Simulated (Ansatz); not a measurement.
# BSiCl (quintet): wave-function methods side by side, cc-pVDZ

Aim: climb from Hartree-Fock through coupled cluster and multireference methods for BSiCl (quintet) at one geometry and basis, and see what each rung misses.

Computed with Ansatz 0.2.0, Gaussian basis. Level: cc-pVDZ, core rule «outside noble gas», up to 11 orbitals frozen.

Plan: UHF; CCSD(T) on ROHF; CCSD(T) on UHF; BCCD(T) on ROHF; CISD as a restricted active space (open shells left free, so some higher excitations enter); CCSDT(Q) on ROHF; CCSDT(Q) on UHF; CASSCF and MRCISD+Q, 12 electrons in 11 orbitals; CASSCF and NEVPT2, 12 electrons in 11 orbitals.

25 further runs of the same task are left out: 10 that didn't finish, 15 set aside as unsound or not needed. Runs told in other sessions of the task aren't counted.

### 1 What is computed

The geometry is a PBE0/def2-TZVP stationary point (not a proven minimum) of the parent state, kept for this charge and spin.

3 atoms, charge 0, spin multiplicity 5.

Atoms are counted from 1 here; the program's logs count them from 0.

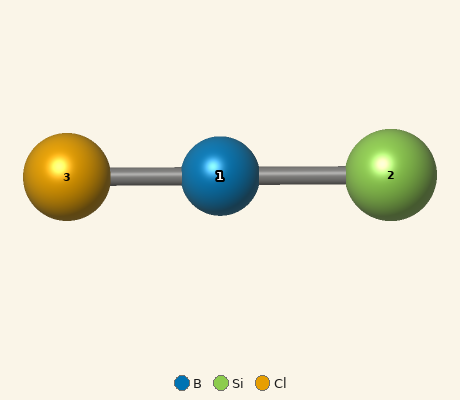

The geometry (boron blue, silicon green, chlorine amber); atoms are numbered from 1 in the order of the file.

Geometry (Å):

```
B     0.00000    0.00000    0.06370
Si    0.00000    0.00000   -1.81724
Cl    0.00000    0.00000    1.75355
```

In the tables R marks a restricted open-shell determinant and U an unrestricted one; 'valence' is the active space of 12 electrons in 11 orbitals; energies count from the table's Hartree-Fock row.

### 2 UHF

File in.yaml:

```yaml
crystal:
  periodic: [false, false, false]
  atoms:
    - {symbol: B, position_ang: [0.000000, 0.000000, 0.063696]}
    - {symbol: Si, position_ang: [0.000000, 0.000000, -1.817242]}
    - {symbol: Cl, position_ang: [0.000000, 0.000000, 1.753546]}
basis:
  gaussian: {orbitals: cc-pVDZ}
magnetization: {spin_polarized: true, initial_magnetization: 4}
hamiltonian: {xc: hf}
output: {orbitals: {seedname: orbitals}}
```

Command:

```console
$ ansatz run in.yaml --threads 1 --pin off --events-out ev --progress --plain --max-ram 2393MiB
```

Output:

```text
Functional definition: HF
  name "HF"
  cite "Fock, Z. Phys. 61, 126 (1930) doi:10.1007/BF01340294"
  parent pbe
  exchange = exact_x
  correlation = 0
512 factors; integrals over basis functions are off by at most 1.1e-3 eV
mean field evaluation 1: about -21031.2038 eV, gradient 1.0e1 eV
mean field evaluation 2: about -21031.2925 eV, gradient 1.0e1 eV
mean field evaluation 4: about -21033.2216 eV, gradient 2.0e0 eV
mean field evaluation 8: about -21033.3620 eV, gradient 3.0e-1 eV
mean field evaluation 16: about -21033.3677 eV, gradient 2.2e-5 eV
mean field evaluation 32: about -21028.6146 eV, gradient 1.0e0 eV
mean field -21033.36765969 eV, -772.9620045650 hartree, gradient 2.2e-5 eV, S^2 6.014262; 4 other end points of the search recorded, 0 dependent functions left out
reference -21033.36765969 eV, -772.9620045650 hartree; 20, 16 occupied and 30, 34 virtual orbitals, 512 factors
Total energy: -21033.36765969 eV, -772.9620045650 hartree
```

It took 1.3 s on 1 thread of Arm Neoverse V1, shared host.

From the report: ⟨S²⟩ of the determinant 6.014 (pure quintet: 6.00).

### 3 CCSD(T) on ROHF

in.yaml: that of step 2 with these lines changed.

```diff
@@ -8,4 +8,3 @@
   gaussian: {orbitals: cc-pVDZ}
-magnetization: {spin_polarized: true, initial_magnetization: 4}
-hamiltonian: {xc: hf}
-output: {orbitals: {seedname: orbitals}}
+magnetization: {spin_polarized: false, initial_magnetization: 4}
+correlation: {method: ccsd_t, electrons: outside_noble_gas}
```

Same command.

Output, cut to the lines that bear on the results:

```text
Functional definition: HF
  name "HF"
  cite "Fock, Z. Phys. 61, 126 (1930) doi:10.1007/BF01340294"
  parent pbe
[...]
512 factors; integrals over basis functions are off by at most 1.1e-3 eV
[...]
mean field -21033.24205427 eV, -772.9573886511 hartree, gradient 2.3e-6 eV, S^2 6.000000; 3 other end points of the search recorded, 0 dependent functions left out
[...]
determinant -21033.24205427 eV, -772.9573886511 hartree, with singles and doubles -21040.57025147 eV, -773.2266949308 hartree
determinant -21030.19155642 eV, -772.8452849227 hartree, with singles and doubles -21037.99500726 eV, -773.1320564516 hartree
11 core orbitals not correlated: weight in the atoms' cores, before any rotation towards them, 1.000 or more for the frozen orbitals, at most 0.000 for the correlated occupied ones
reference -21033.24205427 eV, -772.9573886511 hartree; 9, 5 occupied and 30, 34 virtual orbitals, 512 factors
second order -6.38641489 eV of doubles, -0.07201176 eV of singles
cycle   1  -7.32870538 eV  change   -5.1e-4 eV  update   1.5e-3
[...]
cycle   7  -7.32931913 eV  change   -6.5e-6 eV  update   7.9e-6
perturbative correction -0.23156050 eV, -0.0085096913 hartree
Total energy: -21040.80293390 eV, -773.2352458524 hartree
```

Run time: 2.8 s. Hardware: 1 thread of Arm Neoverse V1, shared host.

From the report: correlation -7.5609 eV; T1 0.029; largest double amplitude 0.07.

### 4 CCSD(T) on UHF

in.yaml: that of step 3 with these lines changed.

```diff
@@ -8,3 +8,3 @@
   gaussian: {orbitals: cc-pVDZ}
-magnetization: {spin_polarized: false, initial_magnetization: 4}
+magnetization: {spin_polarized: true, initial_magnetization: 4}
 correlation: {method: ccsd_t, electrons: outside_noble_gas}
```

The command is unchanged.

Output, cut to the lines that bear on the results:

```text
Functional definition: HF
  name "HF"
  cite "Fock, Z. Phys. 61, 126 (1930) doi:10.1007/BF01340294"
  parent pbe
[...]
512 factors; integrals over basis functions are off by at most 1.1e-3 eV
[...]
mean field -21033.36765969 eV, -772.9620045650 hartree, gradient 3.3e-6 eV, S^2 6.014261; 3 other end points of the search recorded, 0 dependent functions left out
determinant -21033.36765969 eV, -772.9620045650 hartree, with singles and doubles -21040.57371523 eV, -773.2268222217 hartree
determinant -21030.26690950 eV, -772.8480540971 hartree, with singles and doubles -21037.99705412 eV, -773.1321316722 hartree
11 core orbitals not correlated: weight in the atoms' cores, before any rotation towards them, 1.000 or more for the frozen orbitals, at most 0.000 for the correlated occupied ones
reference -21033.36765969 eV, -772.9620045650 hartree; 9, 5 occupied and 30, 34 virtual orbitals, 512 factors
second order -6.31238957 eV of doubles, -0.00000000 eV of singles
cycle   1  -7.20656330 eV  change   -5.1e-4 eV  update   1.5e-3
[...]
cycle   7  -7.20722891 eV  change   -1.1e-5 eV  update   7.9e-6
perturbative correction -0.22792617 eV, -0.0083761322 hartree
Total energy: -21040.80281477 eV, -773.2352414744 hartree
```

Run time: 3 s. Hardware: 1 thread of Arm Neoverse V1, shared host.

From the report: ⟨S²⟩ of the determinant 6.014 (pure quintet: 6.00); correlation -7.4352 eV; T1 0.026; largest double amplitude 0.07.

### 5 BCCD(T) on ROHF

in.yaml: that of step 4 with these lines changed.

```diff
@@ -8,3 +8,3 @@
   gaussian: {orbitals: cc-pVDZ}
-magnetization: {spin_polarized: true, initial_magnetization: 4}
-correlation: {method: ccsd_t, electrons: outside_noble_gas}
+magnetization: {spin_polarized: false, initial_magnetization: 4}
+correlation: {method: bccd_t, electrons: outside_noble_gas}
```

Same command.

Output, cut to the lines that bear on the results:

```text
Functional definition: HF
  name "HF"
  cite "Fock, Z. Phys. 61, 126 (1930) doi:10.1007/BF01340294"
  parent pbe
[...]
512 factors; integrals over basis functions are off by at most 1.1e-3 eV
[...]
mean field -21033.24205427 eV, -772.9573886511 hartree, gradient 2.3e-6 eV, S^2 6.000000; 3 other end points of the search recorded, 0 dependent functions left out
[...]
determinant -21033.24205427 eV, -772.9573886511 hartree, with singles and doubles -21040.57025147 eV, -773.2266949308 hartree
determinant -21030.19155642 eV, -772.8452849227 hartree, with singles and doubles -21037.99500726 eV, -773.1320564516 hartree
11 core orbitals not correlated: weight in the atoms' cores, before any rotation towards them, 1.000 or more for the frozen orbitals, at most 0.000 for the correlated occupied ones
reference -21033.24205427 eV, -772.9573886511 hartree; 9, 5 occupied and 30, 34 virtual orbitals, 512 factors
second order -6.38641489 eV of doubles, -0.07201176 eV of singles
cycle   1  -7.32072387 eV  change    7.5e-3 eV  update   1.1e-2
[...]
cycle   9  -7.31711840 eV  change    2.4e-6 eV  update   9.4e-6
perturbative correction -0.24467854 eV, -0.0089917705 hartree
Total energy: -21040.80385122 eV, -773.2352795631 hartree
```

It took 3.1 s on 1 thread of Arm Neoverse V1, shared host.

From the report: correlation -7.5618 eV; largest double amplitude 0.07.

### 6 CISD as a restricted active space (open shells left free, so some higher excitations enter)

in.yaml: that of step 5 with these lines changed.

```diff
@@ -9,2 +9,2 @@
 magnetization: {spin_polarized: false, initial_magnetization: 4}
-correlation: {method: bccd_t, electrons: outside_noble_gas}
+correlation: {active_space: {ras: {orbitals: [5, 4, 30], electrons: 14, max_holes: 2, max_particles: 2}, fixed_orbitals: true}}
```

The command is unchanged.

Output:

```text
Functional definition: HF
  name "HF"
  cite "Fock, Z. Phys. 61, 126 (1930) doi:10.1007/BF01340294"
  parent pbe
  exchange = exact_x
  correlation = 0
512 factors; integrals over basis functions are off by at most 1.1e-3 eV
mean field evaluation 1: about -21031.5338 eV, gradient 1.1e1 eV
mean field evaluation 2: about -21031.6084 eV, gradient 1.1e1 eV
mean field evaluation 4: about -21033.1568 eV, gradient 1.5e0 eV
mean field evaluation 8: about -21033.2315 eV, gradient 4.5e-1 eV
mean field evaluation 16: about -21033.2421 eV, gradient 1.7e-6 eV
mean field evaluation 32: about -21033.2285 eV, gradient 1.4e0 eV
mean field -21033.24205427 eV, -772.9573886511 hartree, gradient 2.3e-6 eV, S^2 6.000000; 2 other end points of the search recorded, 0 dependent functions left out
reference -21033.24205427 eV, -772.9573886511 hartree; 20, 16 occupied and 30, 34 virtual orbitals, 512 factors
state -21039.92574171 eV, -773.2030096341 hartree
Total energy: -21039.92574171 eV, -773.2030096341 hartree
```

Wall time 29 s (1 thread of Arm Neoverse V1, shared host).

From the report: 151,944 determinants.

### 7 CCSDT(Q) on ROHF

in.yaml: that of step 6 with these lines changed.

```diff
@@ -9,2 +9,2 @@
 magnetization: {spin_polarized: false, initial_magnetization: 4}
-correlation: {active_space: {ras: {orbitals: [5, 4, 30], electrons: 14, max_holes: 2, max_particles: 2}, fixed_orbitals: true}}
+correlation: {method: ccsdt_q, electrons: outside_noble_gas}
```

The command is unchanged.

Output, cut to the lines that bear on the results:

```text
Functional definition: HF
  name "HF"
  cite "Fock, Z. Phys. 61, 126 (1930) doi:10.1007/BF01340294"
  parent pbe
[...]
924 factors; integrals over basis functions are off by at most 2.0e-7 eV
[...]
mean field -21033.24209872 eV, -772.9573902844 hartree, gradient 1.9e-6 eV, S^2 6.000000; 3 other end points of the search recorded, 0 dependent functions left out
[...]
determinant -21033.24209872 eV, -772.9573902844 hartree, with singles and doubles -21040.57029660 eV, -773.2266965891 hartree
determinant -21030.19159296 eV, -772.8452862655 hartree, with singles and doubles -21037.99504113 eV, -773.1320576961 hartree
11 core orbitals not correlated: weight in the atoms' cores, before any rotation towards them, 1.000 or more for the frozen orbitals, at most 0.000 for the correlated occupied ones
reference -21033.24209872 eV, -772.9573902844 hartree; 9, 5 occupied and 30, 34 virtual orbitals, 924 factors
second order -6.38642034 eV of doubles, -0.07201160 eV of singles
cycle   1  -7.01795922 eV  change   -5.6e-1 eV  update   8.9e-2
[...]
cycle  17  -7.59464347 eV  change   -6.2e-7 eV  update   1.1e-6
perturbative correction -0.01611952 eV, -0.0005923814 hartree
Total energy: -21040.85286171 eV, -773.2370806656 hartree
```

It took 45 s on 1 thread of Arm Neoverse V1, shared host; peak memory 0.66 GiB.

From the report: correlation -7.6108 eV; T1 0.031; largest double amplitude 0.08.

### 8 CCSDT(Q) on UHF

in.yaml: that of step 7 with these lines changed.

```diff
@@ -8,3 +8,3 @@
   gaussian: {orbitals: cc-pVDZ}
-magnetization: {spin_polarized: false, initial_magnetization: 4}
+magnetization: {spin_polarized: true, initial_magnetization: 4}
 correlation: {method: ccsdt_q, electrons: outside_noble_gas}
```

Launched as before.

Output, cut to the lines that bear on the results:

```text
Functional definition: HF
  name "HF"
  cite "Fock, Z. Phys. 61, 126 (1930) doi:10.1007/BF01340294"
  parent pbe
[...]
924 factors; integrals over basis functions are off by at most 2.0e-7 eV
[...]
mean field -21033.36770363 eV, -772.9620061797 hartree, gradient 2.4e-6 eV, S^2 6.014261; 3 other end points of the search recorded, 0 dependent functions left out
determinant -21033.36770363 eV, -772.9620061797 hartree, with singles and doubles -21040.57376050 eV, -773.2268238851 hartree
determinant -21030.26694547 eV, -772.8480554192 hartree, with singles and doubles -21037.99708832 eV, -773.1321329290 hartree
11 core orbitals not correlated: weight in the atoms' cores, before any rotation towards them, 1.000 or more for the frozen orbitals, at most 0.000 for the correlated occupied ones
reference -21033.36770363 eV, -772.9620061797 hartree; 9, 5 occupied and 30, 34 virtual orbitals, 924 factors
second order -6.31239557 eV of doubles, -0.00000000 eV of singles
cycle   1  -6.88686916 eV  change   -5.7e-1 eV  update   8.9e-2
[...]
cycle  17  -7.46992449 eV  change   -8.0e-7 eV  update   1.2e-6
perturbative correction -0.01764315 eV, -0.0006483739 hartree
Total energy: -21040.85527127 eV, -773.2371692153 hartree
```

Wall time 39 s (1 thread of Arm Neoverse V1, shared host); peak memory 0.51 GiB.

From the report: ⟨S²⟩ of the determinant 6.014 (pure quintet: 6.00); correlation -7.4876 eV; T1 0.028; largest double amplitude 0.08.

### 9 CASSCF and MRCISD+Q, 12 electrons in 11 orbitals

File in.yaml:

```yaml
crystal:
  periodic: [false, false, false]
  atoms:
    - {symbol: B, position_ang: [0.000000, 0.000000, 0.063696]}
    - {symbol: Si, position_ang: [0.000000, 0.000000, -1.817242]}
    - {symbol: Cl, position_ang: [0.000000, 0.000000, 1.753546]}
basis:
  gaussian: {orbitals: cc-pVDZ}
magnetization: {spin_polarized: false, initial_magnetization: 4}
correlation: {method: fic_mrcisd_q, electrons: outside_noble_gas, active_space: {window: {electrons: 12, orbitals: 11}, shells: [{species: B, l: s, shell: 2}, {species: B, l: p, shell: 2}, {species: Cl, l: p, shell: 3}, {species: Si, l: s, shell: 3}, {species: Si, l: p, shell: 3}]}}
```

The command is unchanged.

Output, cut to the lines that bear on the results:

```text
Functional definition: HF
  name "HF"
  cite "Fock, Z. Phys. 61, 126 (1930) doi:10.1007/BF01340294"
  parent pbe
[...]
924 factors; integrals over basis functions are off by at most 2.0e-7 eV
[...]
mean field -21033.24209872 eV, -772.9573902844 hartree, gradient 1.9e-6 eV, S^2 6.000000; 2 other end points of the search recorded, 0 dependent functions left out
reference -21033.24209872 eV, -772.9573902844 hartree; 20, 16 occupied and 30, 34 virtual orbitals, 924 factors
state -21034.69985834 eV, -773.0109619625 hartree
contracted CI cycle   1: correlation 0.00000000 eV, 0.0000000000 hartree, residual 1.90e1 eV
contracted CI cycle   2: correlation -5.35021483 eV, -0.1966167687 hartree, residual 3.25e0 eV
contracted CI cycle   3: correlation -5.51723927 eV, -0.2027548034 hartree, residual 7.04e-1 eV
contracted CI cycle   4: correlation -5.52521248 eV, -0.2030478135 hartree, residual 1.64e-1 eV
contracted CI cycle   5: correlation -5.52563480 eV, -0.2030633335 hartree, residual 4.06e-2 eV
contracted CI cycle   6: correlation -5.52566127 eV, -0.2030643062 hartree, residual 1.07e-2 eV
contracted CI cycle   7: correlation -5.52566308 eV, -0.2030643727 hartree, residual 3.01e-3 eV
contracted CI cycle   8: correlation -5.52566322 eV, -0.2030643779 hartree, residual 8.89e-4 eV
state -21034.69985834 eV, -773.0109619625 hartree; corrected -21040.75511936 eV, -773.2334887003 hartree
Total energy: -21040.75511936 eV, -773.2334887003 hartree
Checks for a lower state left out: starts, orbital_swaps
```

It took 16 s on 1 thread of Arm Neoverse V1, shared host; peak memory 0.94 GiB.

From the report: 13,600 determinants; active occupations 1.99, 1.98, 1.98, 1.97, 1.01, 1.00, 1.00, 1.00, 0.03, 0.02, 0.02.

### 10 CASSCF and NEVPT2, 12 electrons in 11 orbitals

File in.yaml:

```yaml
crystal:
  periodic: [false, false, false]
  atoms:
    - {symbol: B, position_ang: [0.000000, 0.000000, 0.063696]}
    - {symbol: Si, position_ang: [0.000000, 0.000000, -1.817242]}
    - {symbol: Cl, position_ang: [0.000000, 0.000000, 1.753546]}
basis:
  gaussian: {orbitals: cc-pVDZ}
magnetization: {spin_polarized: false, initial_magnetization: 4}
correlation: {method: sc_nevpt2, electrons: outside_noble_gas, active_space: {window: {electrons: 12, orbitals: 11}, shells: [{species: B, l: s, shell: 2}, {species: B, l: p, shell: 2}, {species: Cl, l: p, shell: 3}, {species: Si, l: s, shell: 3}, {species: Si, l: p, shell: 3}]}}
```

The command is unchanged.

Output:

```text
Functional definition: HF
  name "HF"
  cite "Fock, Z. Phys. 61, 126 (1930) doi:10.1007/BF01340294"
  parent pbe
  exchange = exact_x
  correlation = 0
924 factors; integrals over basis functions are off by at most 2.0e-7 eV
mean field evaluation 1: about -21031.5555 eV, gradient 1.1e1 eV
mean field evaluation 2: about -21031.6096 eV, gradient 1.1e1 eV
mean field evaluation 4: about -21033.1578 eV, gradient 1.5e0 eV
mean field evaluation 8: about -21033.2319 eV, gradient 4.5e-1 eV
mean field evaluation 16: about -21033.2421 eV, gradient 1.5e-6 eV
mean field evaluation 32: about -21033.1459 eV, gradient 3.1e0 eV
mean field -21033.24209872 eV, -772.9573902844 hartree, gradient 1.9e-6 eV, S^2 6.000000; 2 other end points of the search recorded, 0 dependent functions left out
reference -21033.24209872 eV, -772.9573902844 hartree; 20, 16 occupied and 30, 34 virtual orbitals, 924 factors
state -21034.69985834 eV, -773.0109619625 hartree
state -21034.69985834 eV, -773.0109619625 hartree; corrected -21039.62092579 eV, -773.1918078557 hartree
Total energy: -21039.62092579 eV, -773.1918078557 hartree
Checks for a lower state left out: starts, orbital_swaps
```

Wall time 8.5 s (1 thread of Arm Neoverse V1, shared host).

From the report: 13,600 determinants; active occupations 1.99, 1.98, 1.98, 1.97, 1.01, 1.00, 1.00, 1.00, 0.03, 0.02, 0.02.

### 11 Natural occupations

Natural occupations of the CASSCF valence state about the gap (report; correlated orbitals 2 to 11): 1.982, 1.976, 1.973, 1.005, 1.002, 0.999, 0.998, 0.028, 0.024, 0.017. The count of effectively unpaired electrons, Σ n²(2 − n)², is 4.01; a single determinant of this spin has 4.

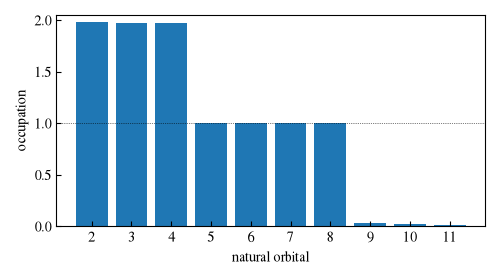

Natural occupations of the CASSCF valence state.

### 12 All levels against the top one

The yardstick is UCCSDT(Q), where the cluster series has nearly closed. Rows without a time are mean-field rows or come out of runs for another level: lower rungs of the coupled-cluster runs, CASSCF and MRCISD of the multireference runs, or the Hartree-Fock search.

Differences are taken before rounding.

```tsv
method	energy from the lowest ROHF (kJ/mol)	from UCCSDT(Q) (kJ/mol)	time
ROHF	0.0	+734.6	
UHF	-12.1	+722.4	
RMP2	-623.1	+111.4	
UMP2	-621.2	+113.4	
CISD	-644.9	+89.7	29 s
RCCSD	-707.2	+27.4	
UCCSD	-707.5	+27.1	
RCCSD(T)	-729.5	+5.0	2.8 s
UCCSD(T)	-729.5	+5.1	3 s
BCCD(T)	-729.6	+5.0	3.1 s
RCCSDT	-732.8	+1.8	
UCCSDT	-732.9	+1.7	
RCCSDT(Q)	-734.3	+0.2	45 s
UCCSDT(Q)	-734.6	0	39 s
CASSCF valence	-140.7	+593.9	
NEVPT2 valence	-615.5	+119.1	8.5 s
MRCISD valence	-673.8	+60.8	
MRCISD+Q valence	-724.9	+9.7	16 s
```

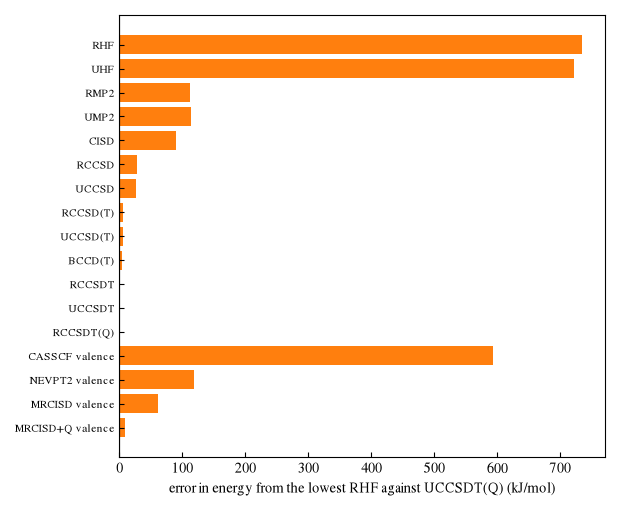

Deviations from UCCSDT(Q), method by method.

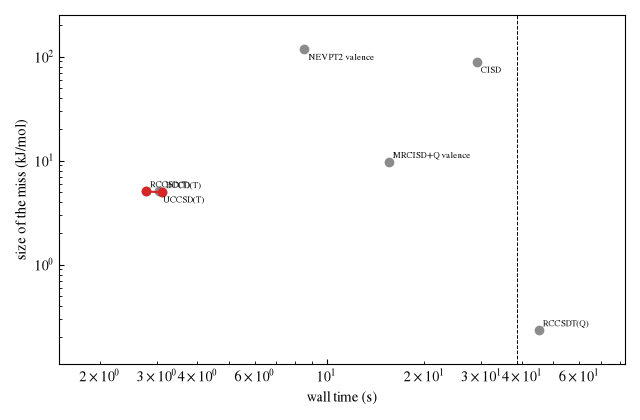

Accuracy for the time spent; red marks the levels that beat every quicker one drawn (of those quicker than the yardstick), and the dashed line is the time of UCCSDT(Q). Times are from a shared host.

### 13 Results

| quantity | value |
| --- | --- |
| UCCSDT(Q) from the ROHF energy | -7.6132 eV |
| RMP2 from UCCSDT(Q) | +111.4 kJ/mol |
| UMP2 from UCCSDT(Q) | +113.4 kJ/mol |
| RCCSD from UCCSDT(Q) | +27.4 kJ/mol |
| RCCSD(T) from UCCSDT(Q) | +5.0 kJ/mol |
| UCCSD(T) from UCCSDT(Q) | +5.1 kJ/mol |
| RCCSDT(Q) from UCCSDT(Q) | +0.2 kJ/mol |
| NEVPT2 valence from UCCSDT(Q) | +119.1 kJ/mol |
| MRCISD+Q valence from UCCSDT(Q) | +9.7 kJ/mol |
| levels within 1 kcal/mol (43 meV) | RCCSDT, UCCSDT, RCCSDT(Q) |
| T1 diagnostic | 0.029 |
| effectively unpaired electrons | 4.01 |

RCCSD(T) lands +5.0 kJ/mol from the yardstick (0.7 % of the correlation energy). One determinant dominates. Of the multireference levels listed MRCISD+Q valence comes nearest in total energy (+9.7 kJ/mol), which doesn't show that its space is the better one. These misses are within one basis, not against nature; the frozen cores of restricted and unrestricted runs differ, which can shift their rows.

With open shells the CI space here admits some higher excitations, so it is larger than plain CISD.

For cost: BCCD(T) gets within 5.0 kJ/mol in 3.1 s, where UCCSDT(Q) took 39 s; the quickest level in the cost chart, RCCSD(T), takes 2.8 s and misses by 5.0 kJ/mol.
